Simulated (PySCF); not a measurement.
Frequency calculation, with input and output: Cu2H4

Cu2H4, multiplicity 3, computed with UKS-based PBE0, Cu def2-TZVP, H def2-TZVP; non-relativistic Hamiltonian; density fitting (PySCF 2.14.0).

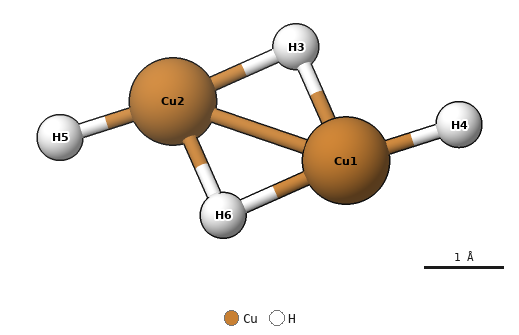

*The structure as given in the input (ball-and-stick view, seen at a tilt; atoms are numbered from 1 in the order of the input). Sticks mark near contacts.*

The input:
```python
from pyscf import gto, scf, dft
mol = gto.M(atom='''
Cu     0.815093    -0.850151    -0.155432
Cu    -0.815093     0.850151     0.155432
H      0.853015     0.698622     0.477300
H      2.272583    -1.145748     0.060041
H     -2.272583     1.145748    -0.060041
H     -0.853015    -0.698622    -0.477300''',
    basis={'Cu': 'def2-TZVP', 'H': 'def2-TZVP'},
    charge=0, spin=2)
mf = dft.UKS(mol, xc='PBE0')
mf.grids.atom_grid = (75, 302)
aux = {'Cu': 'def2-universal-JKFIT', 'H': 'def2-universal-JKFIT'}
mf = mf.density_fit(auxbasis=aux)
mf.conv_tol = 1e-09
mf.diis_space = 10
mf.max_cycle = 60
mf.verbose = 4
mf.kernel()
```

The script is an equivalent of the set-up of the self-consistent field. The run itself was carried out by a driver, which started from the orbitals of the step before it where there was one and computed the further properties.

Run as:
```bash
OMP_NUM_THREADS=4 python axn.py task.json out
```

What the program printed:
```
init E= -3282.84283558901
  alpha nocc = 32  HOMO = -0.251626822437076  LUMO = 0.0140500885824837
  beta  nocc = 30  HOMO = -0.300130132028404  LUMO = -0.158070234548523
  HOMO = -0.251626822437  LUMO = -0.158070234549  gap/eV = 2.54580
cycle= 1 E= -3282.84283558813  delta_E= 8.84e-10  |g|= 7.51e-05  |ddm|= 3.03e-05
  alpha nocc = 32  HOMO = -0.251628233207248  LUMO = 0.0140492420579337
  beta  nocc = 30  HOMO = -0.300131147165302  LUMO = -0.158071980832108
  HOMO = -0.251628233207  LUMO = -0.158071980832  gap/eV = 2.54580
cycle= 2 E= -3282.8428355776  delta_E= 1.05e-08  |g|= 0.000258  |ddm|= 0.000103
  alpha nocc = 32  HOMO = -0.251627156927641  LUMO = 0.0140498777163147
  beta  nocc = 30  HOMO = -0.300130382000404  LUMO = -0.158070668740191
  HOMO = -0.251627156928  LUMO = -0.15807066874  gap/eV = 2.54580
cycle= 3 E= -3282.8428355891  delta_E= -1.15e-08  |g|= 1.27e-06  |ddm|= 8.02e-05
  alpha nocc = 32  HOMO = -0.251627105343496  LUMO = 0.0140499072407536
  beta  nocc = 30  HOMO = -0.300130346153313  LUMO = -0.15807060941043
  HOMO = -0.251627105343  LUMO = -0.15807060941  gap/eV = 2.54580
cycle= 4 E= -3282.84283558911  delta_E= -1.18e-11  |g|= 5.1e-07  |ddm|= 6.08e-07
  alpha nocc = 32  HOMO = -0.251627126256379  LUMO = 0.0140498918641141
  beta  nocc = 30  HOMO = -0.300130364312539  LUMO = -0.158070645894121
  HOMO = -0.251627126256  LUMO = -0.158070645894  gap/eV = 2.54580
Extra cycle  E= -3282.84283558909  delta_E= 2.27e-11  |g|= 1.05e-06  |ddm|= 1.28e-06
converged SCF energy = -3282.84283558909  <S^2> = 2.0091381  2S+1 = 3.0060859
```

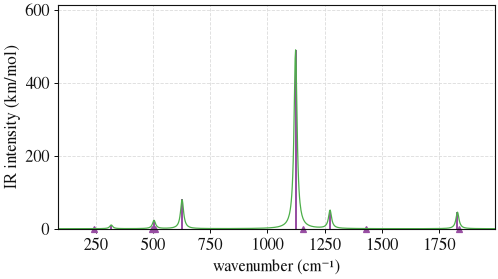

*Harmonic infrared spectrum, unscaled: sticks (degenerate modes added up, dark ones marked on the axis) with a Lorentzian envelope of 16 cm⁻¹ full width, scaled to the tallest stick.*

12 modes from 244 to 1835 cm⁻¹, none imaginary. The strongest line is at 1123 cm⁻¹ (490 km/mol). All modes, in cm⁻¹ (km/mol): 244 (0.0), 319 (10.1), 499 (0.0), 505 (23), 508 (0.0), 628 (80), 1123 (490), 1156 (0.0), 1274 (50), 1430 (0.0), 1830 (46), 1835 (0.0).

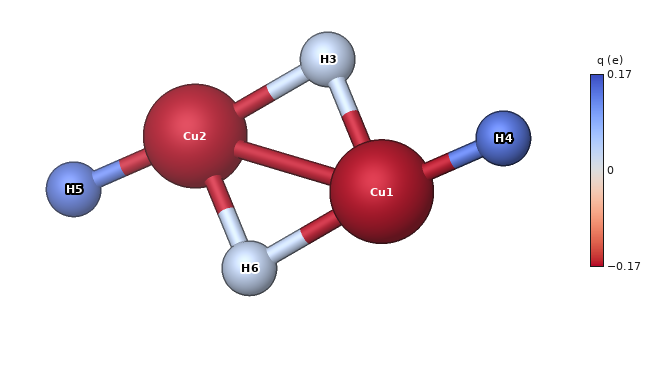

*Mulliken charges, as the colour of each atom (ball-and-stick view, seen at a tilt; atoms are numbered from 1 in the order of the input).*

By element: Cu −0.16 and H +0.03 to +0.13 e.

Key numbers:

| quantity | value |
| --- | --- |
| outcome | converged |
| total energy | −3282.842836 hartree |
| ⟨S²⟩ | 2.009 |
| zero-point energy | 0.025862 hartree |
| dipole moment | 0.00 D |
| wavenumbers, lowest and highest | 244 and 1835 cm⁻¹ |
| hardware | 4 threads of Arm Neoverse V1, 112 GiB of memory available, shared host |
| wall time | 3.4 min (CPU time 8.9 min) |
| peak memory | 1.7 GiB |
